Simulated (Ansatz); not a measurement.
# Cd2Sn (model cell, started as cuprite): phonons and vibrational spectra

How does Cd2Sn (model cell, started as cuprite) vibrate, and is this structure a minimum?

Method: DFT PBEsol, scalar-relativistic, plane waves, PAW, in Ansatz 0.2.0.

The structure was built from a prototype and need not be the compound's stable phase.

**1. The structure**

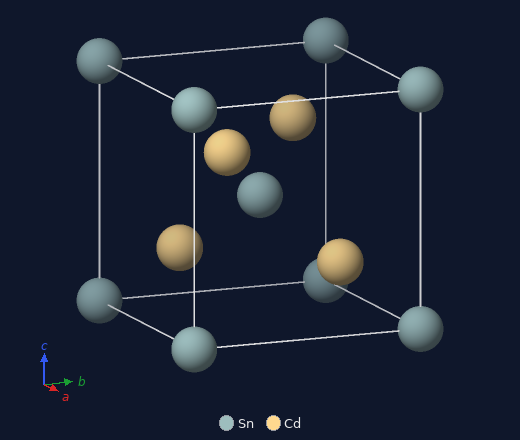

The starting structure, seen slightly off an axis (tin teal, cadmium orange). Some periodic images of atoms are drawn too.

**2. Relaxation, k-mesh 6×6×6**

The cell and atoms are relaxed, since residual forces and stress would shift the frequencies.

Contents of input.yaml:

```yaml
crystal:
  lattice:
    - [6.40166, 0.0, 0.0]
    - [0.0, 6.40166, 0.0]
    - [0.0, 0.0, 6.40166]
  atoms:
    - { symbol: Sn, position: [0.0, 0.0, 0.0] }
    - { symbol: Sn, position: [0.5, 0.5, 0.5] }
    - { symbol: Cd, position: [0.25, 0.25, 0.25] }
    - { symbol: Cd, position: [0.75, 0.75, 0.25] }
    - { symbol: Cd, position: [0.75, 0.25, 0.75] }
    - { symbol: Cd, position: [0.25, 0.75, 0.75] }
kpoints:
  mp_grid: { grid: [6, 6, 6] }
hamiltonian:
  xc: pbesol
scf:
  occupations: { method: gaussian, width: 0.02 }
output:
  forces: true
  stress: true
  eigenvalues: true
relax:
  adjacent_minimum: "off"
  f_tol: 0.005
  max_steps: 80
  cell: { stress_tol: 0.05 }
```

Launch:

```
> ansatz run input.yaml --threads 8 --pin off --max-ram 14336MiB --backend cpu --events-out ev --progress --plain --runs-dir out
```

Numbers of over 12 decimals in the logs are rounded to 6 here.

Log:

```text
Engine: ansatz 0.2.0, x86_64-unknown-linux-gnu
Pseudopotentials: kind: paw
Pseudopotential: Sn, paw, valence charge 14, recommended cutoff 420 eV (normal), Sn.paw.azcp
Pseudopotential: Cd, paw, valence charge 20, recommended cutoff 420 eV (normal), Cd.paw.azcp
Functional definition: PBEsol
  exchange = pbesol_x
  correlation = pbesol_c
Crystal: 6 atoms, lattice volume = 262.348 Å³
Basis set: ecut = 420 eV, 5137 PW (Γ), exchange–correlation on 90×90×90 points (8 copies of the dense FFT grid, shifted against one another)
Bands: 65, of which v1, the nominal top of the filled ones, is band 54 counted from 1 (53 counted from 0)
Symmetry: 48 space group operations
Space group: Pn-3m (ITA 224), of the structure as read, at distance tolerance 6.4e-5 Å
k-points: 20 of 216
Non-local potential: Sn, projectors of the file, l = 0: 2, l = 1: 2, l = 2: 2, l = 3: 2
Non-local potential: Cd, projectors of the file, l = 0: 3, l = 1: 2, l = 2: 2, l = 3: 1
PAW form: soft (Blöchl's): semilocal exchange-correlation on the pseudo side does not see the compensation charge
PAW frozen core: Sn, regenerated for the run's functional, and the local potential with it (the file was generated under x = pbe(κ = 0.804, μ = 0.219515), c = pbe(β = 0.066725))
PAW frozen core: Cd, regenerated for the run's functional, and the local potential with it (the file was generated under x = pbe(κ = 0.804, μ = 0.219515), c = pbe(β = 0.066725))
PAW one-centre angular grid: Sn, 590 points (default); XC on 64 Gauss nodes
PAW one-centre angular grid: Cd, 590 points (default); XC on 64 Gauss nodes
Initial density: superposition of atomic densities (neutral atoms: chi_scale 0, normalization atom), corrected by the library's trained network
Initial wavefunctions: pseudopotential atomic-orbital guess
Functional: x = pbesol(κ = 0.804, μ = 0.123457), c = pbesol(β = 0.046)
SCF iter   1: F=—  HF=-44633.370015 eV  |F-HF|=—  |Δ(HF+E_count)|=         —  Δρ=3.59e-3  dr2=6.73e-2  ethr=1.77e-3  ⟨swp⟩=7.5  Hψ=5294  notcnv=0
preconditioner: auto → Resta (q_TF=auto, 2.353 Å⁻¹)  ε∞=3.1  [insulator: Δε(μ)=0.474 eV  Ē_g=13.709 eV  σ=0.020 eV  W_gap=1.00  n_scr=56 (ndim 8)  ℏωp=20.0 eV  f_vac=0.295  D(μ)=0.00/eV (n_scr^D=0)  ε∞_Penn≈3.1]
SCF iter   2: F=—  HF=-44633.355293 eV  |F-HF|=—  |Δ(HF+E_count)|=   1.47e-2  Δρ=1.33e-3  dr2=8.53e-3  ethr=6.23e-5  ⟨swp⟩=2.9  Hψ=2294  notcnv=0  defer=95
SCF iter   3: F=—  HF=-44633.355046 eV  |F-HF|=—  |Δ(HF+E_count)|=   2.47e-4  Δρ=4.09e-4  dr2=1.05e-3  ethr=7.90e-6  ⟨swp⟩=2.0  Hψ=1516  notcnv=0  defer=95
SCF iter   4: F=—  HF=-44633.355750 eV  |F-HF|=—  |Δ(HF+E_count)|=   7.04e-4  Δρ=1.85e-4  dr2=1.81e-4  ethr=9.70e-7  ⟨swp⟩=2.0  Hψ=1816  notcnv=0  defer=95
SCF iter   5: F=—  HF=-44633.355985 eV  |F-HF|=—  |Δ(HF+E_count)|=   2.35e-4  Δρ=3.83e-5  dr2=3.35e-6  ethr=1.68e-7  ⟨swp⟩=2.0  Hψ=1765  notcnv=0  defer=95
SCF iter   6: F=—  HF=-44633.355909 eV  |F-HF|=—  |Δ(HF+E_count)|=   7.59e-5  Δρ=6.52e-6  dr2=1.72e-7  ethr=3.10e-9  ⟨swp⟩=2.0  Hψ=1765  notcnv=0  defer=95
SCF iter   7: F=-44633.355909 eV  HF=-44633.355909 eV  |F-HF|=2.95e-9  |Δ(HF+E_count)|=   2.57e-7  Δρ=3.14e-6  dr2=3.10e-8  ethr=9.26e-11  ⟨swp⟩=11.6  Hψ=5534  notcnv=0
SCF 1 converged in 7 iterations: F = -44633.355909 eV  dr2 = 3.10e-8
  greatest PAW one-centre occupation: 1.000 electrons in one spin orbital (limit 2), on the Cd atom at site 5 (counted from 0), in its partial waves of l = 0
relax step   1: F+E_penalty+E_count = -44633.35590915 eV  Δ(F+E_penalty+E_count) = +0.000e0 eV  max|allowed force component| = 6.168e-18 eV/Å  Δτ_max = 0.0000 Å  P = -1.748 GPa  Ω = 262.348 Å³  (7 SCF iters, dr2 threshold 1.00e-7 eV, accepted)
Crystal: 6 atoms, lattice volume = 243.104 Å³
Basis set: ecut = 420 eV, 4729 PW (Γ), exchange–correlation on 90×90×90 points (8 copies of the dense FFT grid, shifted against one another)
Initial density: handed on by an earlier stage of this run
Initial wavefunctions: those handed on with the density
iter 1 solved again at ethr=1.42e-5 eV; its pass at ethr=3.10e-3 eV (dr2=1.53e-2 eV) is discarded
SCF iter   1: F=—  HF=-44633.494194 eV  |F-HF|=—  |Δ(HF+E_count)|=         —  Δρ=2.05e-3  dr2=1.62e-2  ethr=1.42e-5  ⟨swp⟩=2.9  Hψ=6502  notcnv=0
preconditioner: auto → Resta (q_TF=auto, 2.383 Å⁻¹)  ε∞=3.2  [insulator: Δε(μ)=0.769 eV  Ē_g=13.925 eV  σ=0.020 eV  W_gap=1.00  n_scr=56 (ndim 8)  ℏωp=20.8 eV  f_vac=0.262  D(μ)=0.00/eV (n_scr^D=0)  ε∞_Penn≈3.2]
SCF iter   2: F=—  HF=-44633.490461 eV  |F-HF|=—  |Δ(HF+E_count)|=   3.73e-3  Δρ=8.89e-4  dr2=3.14e-3  ethr=1.42e-5  ⟨swp⟩=2.0  Hψ=2056  notcnv=0
SCF iter   3: F=—  HF=-44633.489818 eV  |F-HF|=—  |Δ(HF+E_count)|=   6.43e-4  Δρ=3.32e-4  dr2=3.74e-4  ethr=2.91e-6  ⟨swp⟩=2.0  Hψ=1412  notcnv=0
SCF iter   4: F=—  HF=-44633.489732 eV  |F-HF|=—  |Δ(HF+E_count)|=   8.60e-5  Δρ=8.47e-5  dr2=2.32e-5  ethr=3.47e-7  ⟨swp⟩=2.0  Hψ=1859  notcnv=0
SCF iter   5: F=—  HF=-44633.489746 eV  |F-HF|=—  |Δ(HF+E_count)|=   1.42e-5  Δρ=2.17e-5  dr2=8.80e-7  ethr=2.14e-8  ⟨swp⟩=2.0  Hψ=1804  notcnv=0
SCF iter   6: F=-44633.489747 eV  HF=-44633.489747 eV  |F-HF|=1.12e-8  |Δ(HF+E_count)|=   8.10e-7  Δρ=4.97e-6  dr2=4.36e-8  ethr=5.56e-10  ⟨swp⟩=7.5  Hψ=5548  notcnv=0
SCF 2 converged in 6 iterations: F = -44633.489747 eV  dr2 = 4.36e-8
  greatest PAW one-centre occupation: 1.000 electrons in one spin orbital (limit 2), on the Cd atom at site 2 (counted from 0), in its partial waves of l = 0
relax step   2: F+E_penalty+E_count = -44633.48974711 eV  Δ(F+E_penalty+E_count) = -1.338e-1 eV  max|allowed force component| = 3.778e-17 eV/Å  Δτ_max = 0.0000 Å  P = -0.319 GPa  Ω = 243.104 Å³  energy of the carried Pulay correction = +2.479e-3 eV  (6 SCF iters, dr2 threshold 6.00e-7 eV, accepted)
Crystal: 6 atoms, lattice volume = 239.190 Å³
Basis set: ecut = 420 eV, 4697 PW (Γ), exchange–correlation on 90×90×90 points (8 copies of the dense FFT grid, shifted against one another)
iter 1 solved again at ethr=9.79e-7 eV; its pass at ethr=3.10e-3 eV (dr2=1.06e-3 eV) is discarded
SCF iter   1: F=—  HF=-44633.493664 eV  |F-HF|=—  |Δ(HF+E_count)|=         —  Δρ=4.50e-4  dr2=7.61e-4  ethr=9.79e-7  ⟨swp⟩=3.0  Hψ=6081  notcnv=0
preconditioner: auto → Resta (q_TF=auto, 2.390 Å⁻¹)  ε∞=3.2  [insulator: Δε(μ)=0.811 eV  Ē_g=13.989 eV  σ=0.020 eV  W_gap=1.00  n_scr=56 (ndim 8)  ℏωp=20.9 eV  f_vac=0.257  D(μ)=0.00/eV (n_scr^D=0)  ε∞_Penn≈3.2]
SCF iter   2: F=—  HF=-44633.493487 eV  |F-HF|=—  |Δ(HF+E_count)|=   1.77e-4  Δρ=1.92e-4  dr2=1.45e-4  ethr=7.05e-7  ⟨swp⟩=2.0  Hψ=1787  notcnv=0
SCF iter   3: F=—  HF=-44633.493397 eV  |F-HF|=—  |Δ(HF+E_count)|=   8.97e-5  Δρ=6.96e-5  dr2=1.65e-5  ethr=1.35e-7  ⟨swp⟩=2.0  Hψ=1412  notcnv=0
SCF iter   4: F=—  HF=-44633.493397 eV  |F-HF|=—  |Δ(HF+E_count)|=   2.07e-7  Δρ=1.86e-5  dr2=1.07e-6  ethr=1.53e-8  ⟨swp⟩=2.0  Hψ=1858  notcnv=0
SCF iter   5: F=-44633.493398 eV  HF=-44633.493398 eV  |F-HF|=1.77e-8  |Δ(HF+E_count)|=   6.50e-7  Δρ=4.96e-6  dr2=4.17e-8  ethr=2.35e-10  ⟨swp⟩=8.1  Hψ=5401  notcnv=0
SCF 3 converged in 5 iterations: F = -44633.493398 eV  dr2 = 4.17e-8
  greatest PAW one-centre occupation: 1.000 electrons in one spin orbital (limit 2), on the Cd atom at site 4 (counted from 0), in its partial waves of l = 0
relax step   3: F+E_penalty+E_count = -44633.49339768 eV  Δ(F+E_penalty+E_count) = -3.651e-3 eV  max|allowed force component| = 3.007e-17 eV/Å  Δτ_max = 0.0000 Å  P = +0.070 GPa  Ω = 239.190 Å³  energy of the carried Pulay correction = +3.007e-3 eV  (5 SCF iters, dr2 threshold 2.54e-7 eV, accepted)
[...]
relax step   4: F+E_penalty+E_count = -44633.49345442 eV  Δ(F+E_penalty+E_count) = -5.674e-5 eV  max|allowed force component| = 4.395e-17 eV/Å  Δτ_max = 0.0000 Å  P = +0.002 GPa  Ω = 239.849 Å³  energy of the carried Pulay correction = +2.917e-3 eV  (5 SCF iters, dr2 threshold 1.21e-8 eV, accepted)
Initial wavefunctions: pseudopotential atomic-orbital guess (no wavefunctions were taken with the density)
iter 1 solved again at ethr=1.83e-7 eV; its pass at ethr=3.10e-3 eV (dr2=1.98e-4 eV) is discarded
SCF iter   1: F=—  HF=-44633.490383 eV  |F-HF|=—  |Δ(HF+E_count)|=         —  Δρ=1.33e-4  dr2=7.04e-6  ethr=1.83e-7  ⟨swp⟩=4.0  Hψ=8708  notcnv=0
preconditioner: auto → Resta (q_TF=auto, 2.389 Å⁻¹)  ε∞=3.2  [insulator: Δε(μ)=0.809 eV  Ē_g=13.986 eV  σ=0.020 eV  W_gap=1.00  n_scr=56 (ndim 8)  ℏωp=20.9 eV  f_vac=0.260  D(μ)=0.00/eV (n_scr^D=0)  ε∞_Penn≈3.2]
SCF iter   2: F=—  HF=-44633.490319 eV  |F-HF|=—  |Δ(HF+E_count)|=   6.37e-5  Δρ=6.14e-5  dr2=1.78e-6  ethr=6.52e-9  ⟨swp⟩=2.0  Hψ=2283  notcnv=0
SCF iter   3: F=—  HF=-44633.490320 eV  |F-HF|=—  |Δ(HF+E_count)|=   1.24e-6  Δρ=1.66e-5  dr2=1.05e-7  ethr=1.64e-9  ⟨swp⟩=2.5  Hψ=1830  notcnv=0
SCF iter   4: F=—  HF=-44633.490321 eV  |F-HF|=—  |Δ(HF+E_count)|=   9.34e-8  Δρ=1.35e-6  dr2=9.71e-10  ethr=9.71e-11  ⟨swp⟩=2.0  Hψ=2300  notcnv=0
SCF iter   5: F=—  HF=-44633.490321 eV  |F-HF|=—  |Δ(HF+E_count)|=   1.65e-9  Δρ=4.02e-7  dr2=1.78e-10  ethr=1.00e-12  ⟨swp⟩=5.8  Hψ=4796  notcnv=0
SCF iter   6: F=-44633.490321 eV  HF=-44633.490321 eV  |F-HF|=1.46e-11  |Δ(HF+E_count)|=  8.00e-11  Δρ=4.22e-8  dr2=2.70e-12  ethr=1.00e-12  ⟨swp⟩=5.0  Hψ=4226  notcnv=0
SCF 5 converged in 6 iterations: F = -44633.490321 eV  dr2 = 2.70e-12
relax step   5: F+E_penalty+E_count = -44633.49032053 eV  Δ(F+E_penalty+E_count) = +3.134e-3 eV  max|allowed force component| = 4.086e-17 eV/Å  Δτ_max = 0.0000 Å  P = +0.002 GPa  Ω = 239.849 Å³  stress off target by 2.49e-3 GPa  SCF on the basis re-selected at this cell (its energy is not comparable with the rows above)  (6 SCF iters)
basis re-selected at this cell: Δ(F+E_penalty+E_count) = +3.134e-3 eV, ΔP = +0.001 GPa vs the last step (what re-selecting the basis moved, of the pressure what is left beyond the Pulay correction that the steps carried, after the strain that the cell walked since its last selection, with what the two solves' SCF thresholds leave and, on support functions, any second-order correction that the steps lacked; it is no m [...]
SCF converged after 6 iterations
Free energy (F): -44633.490321 eV
Harris-Foulkes:  -44633.490321 eV  (|F-HF|=1.46e-11)
Internal energy: -44633.490321 eV  (E = F + TS)
E sigma→0 (E₀):  -44633.490321 eV
Fermi energy:    5.759196 eV
--- Per-component energies (eV) ---
  E_band       = -2532.408691
  E_kinetic    = 2394.790641
  E_local      = -19482.795101  (includes V_loc(G=0)·N_el)
  E_nonlocal   = 80.021225
  E_hartree    = 9209.131651
  E_xc         = -1455.858709
  E_vxc        = -1072.248187  (∫ρ·V_xc dr)
  E_paw        = -24186.075642  (= ΣΔE_a)
  E_vpaw       = -2870.440736  (= ΣTr[D̂ρ^β])
  E_aug_tail   = 0.000049  (compensation charges beyond the density's cutoff)
  E_ewald      = -11194.641953
  E_core_change = 1.937518  (= ΣΔE_core)
  E_smearing   = -0.000000  (= −TS)
  E_closure    = 0.000000  (closes the sum)
  Σ components = -44633.490321   (vs F -44633.490321, Δ=0.00e0)
--- Forces (eV/Å), atoms counted from 1 ---
  atom   1  Sn    -0.00000000    -0.00000000     0.00000000
  atom   2  Sn     0.00000000     0.00000000    -0.00000000
  atom   3  Cd     0.00000000    -0.00000000     0.00000000
  atom   4  Cd    -0.00000000     0.00000000     0.00000000
  atom   5  Cd     0.00000000    -0.00000000     0.00000000
  atom   6  Cd    -0.00000000     0.00000000    -0.00000000
  max |Σ_I F_I| component: 4.63e-18 eV/Å
--- Stress (GPa, compression-positive) ---
        0.002495       0.000000       0.000000
        0.000000       0.002495       0.000000
        0.000000       0.000000       0.002495
  P = ⅓ Tr σ = 0.0025 GPa (0.025 kbar)
--- Band table (eV; the first three rows and the last of 20) ---
  k-point 0: bands = [... 50 lower, 2.9493, 5.2523, 5.2523, 5.2523, 6.1632, 6.1632, 6.1696, 9.3696, ... 7 higher]
  k-point 1: bands = [... 50 lower, 2.9760, 4.5540, 5.2177, 5.2177, 6.2841, 6.5635, 6.9574, 8.8236, ... 7 higher]
  k-point 2: bands = [... 50 lower, 3.0338, 3.7079, 5.1333, 5.1333, 6.6415, 7.5301, 7.9842, 8.0524, ... 7 higher]
  k-point 19: bands = [... 50 lower, 2.4322, 4.0146, 4.0146, 4.0146, 8.4044, 8.4044, 8.4044, 8.5108, ... 7 higher]
--- Relaxed structure (4 steps of the walk, 4 accepted, 1 SCFs on fresh bases) ---
  F+E_penalty+E_count = -44633.49032053 eV   max|allowed force component| = 4.086e-17 eV/Å   (the final SCF, on the basis selected at the relaxed cell)
  cell:  # Å, volume = 239.8486 Å³
    - [6.213158, 0, 0]
    - [0, 6.213158, 0.0]
    - [0, 0.0, 6.213158]
  atoms:
    - { symbol: Sn, position: [0, 0, 0] }
    - { symbol: Sn, position: [0.500000, 0.500000, 0.500000] }
    - { symbol: Cd, position: [0.250000, 0.250000, 0.250000] }
    - { symbol: Cd, position: [0.75, 0.75, 0.250000] }
    - { symbol: Cd, position: [0.75, 0.250000, 0.75] }
    - { symbol: Cd, position: [0.250000, 0.75, 0.75] }
```

Elapsed: 38 s, on 8 threads of Intel Xeon Platinum 8375C at 2.90GHz (Ice Lake), shared host; peak memory 1.1 GiB; 2.7 min of CPU time.

Step by step:

```csv
step,energy less that of the first step (eV),largest force component (eV/Å),pressure (GPa),volume (Å³)
1,0.0000,0.0000,-1.75,262.35
2,-0.1338,0.0000,-0.32,243.10
3,-0.1375,0.0000,0.07,239.19
4,-0.1375,0.0000,0.00,239.85
5*,-0.1344,0.0000,0.00,239.85
```

Relaxation steps marked * repeat the geometry before them on a plane-wave basis chosen anew for their cell, so energy and pressure can jump there.

The run keeps the 48 symmetry operations that it works with, so distortions that break them were not tested.

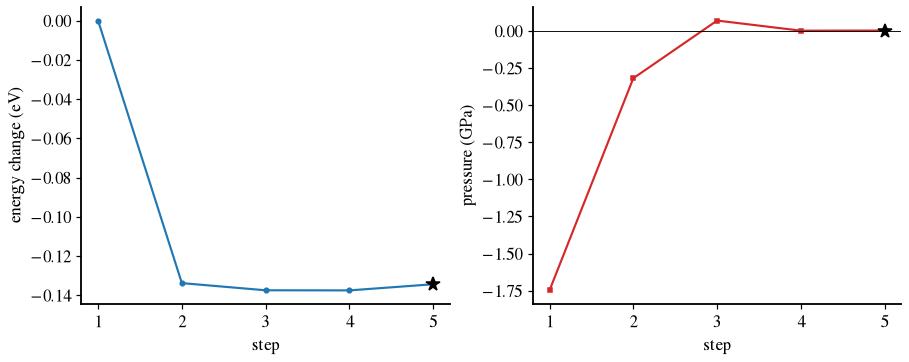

Energy and pressure along the relaxation. Stars mark steps on a basis chosen anew.

```csv
"conventional cell, symmetrised",before,after,change
a (Å),6.402,6.213,-2.9 %
b (Å),6.402,6.213,-2.9 %
c (Å),6.402,6.213,-2.9 %
volume (Å³/atom),43.72,39.97,-8.6 %
```

The relaxed structure:

```
Sn Cd
1.0
     6.21316    0.00000    0.00000
     0.00000    6.21316    0.00000
     0.00000    0.00000    6.21316
Sn Cd
2 4
Direct
  0.00000 0.00000 0.00000
  0.50000 0.50000 0.50000
  0.25000 0.25000 0.25000
  0.75000 0.75000 0.25000
  0.75000 0.25000 0.75000
  0.25000 0.75000 0.75000
```

Numbers from this step:

* pressure: 0.002495 GPa
* gap on the k-mesh: 0.8087 eV
* volume per atom: 39.97 Å³
* direct gap on mesh: 0.9110 eV

In this step the volume went from 43.72 to 39.97 Å³/atom.

**3. Bringing the structure to rest, k-mesh 4×4×4**

The relaxation is repeated from its end, on the mesh and smearing that suit the cell and gap now reached.

Edit input.yaml of step 2 so:

```diff
@@ -2,5 +2,5 @@
   lattice:
-    - [6.40166, 0.0, 0.0]
-    - [0.0, 6.40166, 0.0]
-    - [0.0, 0.0, 6.40166]
+    - [6.213158322, 0.0, 0.0]
+    - [0.0, 6.213158322, 0.0]
+    - [0.0, 0.0, 6.213158322]
   atoms:
@@ -13,3 +13,3 @@
 kpoints:
-  mp_grid: { grid: [6, 6, 6] }
+  mp_grid: { grid: [4, 4, 4] }
 hamiltonian:
```

Log:

```text
[...]
Crystal: 6 atoms, lattice volume = 239.849 Å³
Basis set: ecut = 420 eV, 4697 PW (Γ), exchange–correlation on 90×90×90 points (8 copies of the dense FFT grid, shifted against one another)
Bands: 65, of which v1, the nominal top of the filled ones, is band 54 counted from 1 (53 counted from 0)
Symmetry: 48 space group operations
[...]
k-points: 10 of 64
[...]
cell:  # Å, volume = 239.8486 Å³
    - [6.213158322, 0.0, 0.0]
    - [0.0, 6.213158322, 0.0]
    - [0.0, 0.0, 6.213158322]
  atoms:
    - { symbol: Sn, position: [0.0, 0.0, 0.0] }
    - { symbol: Sn, position: [0.5, 0.5, 0.5] }
    - { symbol: Cd, position: [0.25, 0.25, 0.25] }
    - { symbol: Cd, position: [0.750000, 0.750000, 0.25] }
    - { symbol: Cd, position: [0.750000, 0.25, 0.750000] }
    - { symbol: Cd, position: [0.25, 0.750000, 0.750000] }
[key lines of the parts left out:]
SCF converged after 4 iterations
Free energy (F): -44633.482031 eV
Fermi energy:    5.760543 eV
P = ⅓ Tr σ = -0.0025 GPa (-0.025 kbar)
```

The job ended after 9.5 s (8 threads; peak memory 0.99 GiB).

Little changed from the start: no atom moved by 0.005 Å and no cell edge by 0.1 %.

This step gave:

```
pressure           : -0.002478 GPa
gap on the k-mesh  : 0.8064 eV
direct gap on mesh : 0.9086 eV
```

In this step the volume went from 39.97 to 39.97 Å³/atom.

**4. Relaxing to small forces for the phonons**

Phonons need a cell at rest on their own settings, so the relaxation is repeated with tight tolerances on forces and stress, using the mesh and the filling of the phonon run that follows.

Edit input.yaml of step 3 so:

```diff
@@ -17,3 +17,3 @@
 scf:
-  occupations: { method: gaussian, width: 0.02 }
+  occupations: { method: fixed }
 output:
@@ -24,4 +24,4 @@
   adjacent_minimum: "off"
-  f_tol: 0.005
-  max_steps: 80
-  cell: { stress_tol: 0.05 }
+  f_tol: 0.001
+  max_steps: 60
+  cell: { stress_tol: 0.01 }
```

Log:

```text
[...]
Crystal: 6 atoms, lattice volume = 239.849 Å³
Basis set: ecut = 420 eV, 4697 PW (Γ), exchange–correlation on 90×90×90 points (8 copies of the dense FFT grid, shifted against one another)
Bands: 65, of which v1, the nominal top of the filled ones, is band 54 counted from 1 (53 counted from 0)
Symmetry: 48 space group operations
[...]
k-points: 10 of 64
[...]
cell:  # Å, volume = 239.8486 Å³
    - [6.213158322, 0.0, 0.0]
    - [0.0, 6.213158322, 0.0]
    - [0.0, 0.0, 6.213158322]
  atoms:
    - { symbol: Sn, position: [0.0, 0.0, 0.0] }
    - { symbol: Sn, position: [0.5, 0.5, 0.5] }
    - { symbol: Cd, position: [0.25, 0.25, 0.25] }
    - { symbol: Cd, position: [0.750000, 0.750000, 0.25] }
    - { symbol: Cd, position: [0.750000, 0.25, 0.750000] }
    - { symbol: Cd, position: [0.25, 0.750000, 0.750000] }
[key lines of the parts left out:]
SCF converged after 7 iterations
Free energy (F): -44633.482031 eV
Fermi energy:    5.357057 eV
P = ⅓ Tr σ = -0.0025 GPa (-0.025 kbar)
```

Wall time 9.3 s (8 threads); peak memory 1 GiB.

Little changed from the start: no atom moved by 0.005 Å and no cell edge by 0.1 %.

This step gave:

- pressure: -0.002479 GPa

The forces vanish by symmetry and the pressure is -0.002 GPa, within the tolerances set. The cell now holds 39.97 Å³/atom.

(Part 1 of 2 ends here.)

[Logs are printed without paths, hosts, clocks, repeated set-up lines and the standing remarks that a program may print on its own settings, such as how far it seeks lower states.]

[Hosts, paths, dates, database ids (printed as entryN), source tags and the programs' standing remarks are cut or masked in the printed files.]
